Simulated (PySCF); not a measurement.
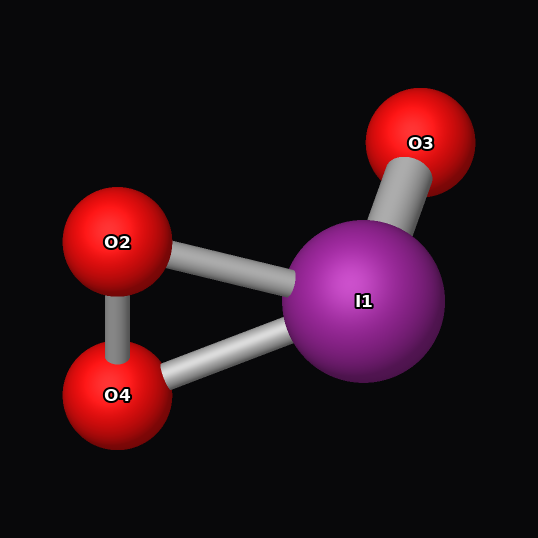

The thickness of each stick grows with its Mayer bond order. Charge +1, singlet. The geometry was computed by an optimisation with PBE0/def2-TZVP with core potentials. Method: PBE0/def2-TZVP, core potentials on I (PySCF 2.14.0).

**Which bond has the lowest Mayer bond order?**

O2–O4, 0.87, at 1.484 Å.

List the Mayer bond orders of I1–O3, I1–O2, O2–O4 (one bond of each equivalent set).

```
 bond  Mayer order  length (Å)
I1–O3         1.96       1.729
I1–O2         1.01       1.916
O2–O4         0.87       1.484
```
